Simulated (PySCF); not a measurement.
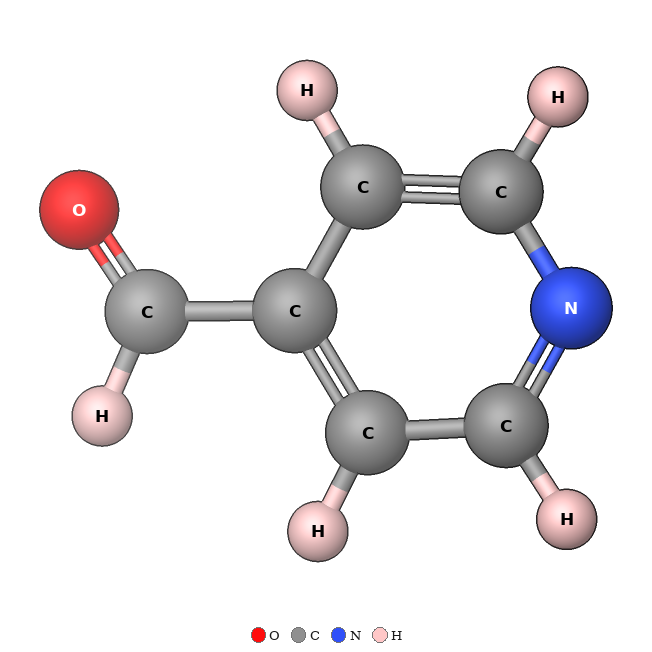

Orthographic view. Distant atoms are faded towards the background colour. The computed structure is the end point of a PBE0-D3(BJ)/def2-SVP optimisation. No frequency run is at hand to confirm it as a minimum.

### Give the standard InChI.

InChI=1S/C6H5NO/c8-5-6-1-3-7-4-2-6/h1-5H
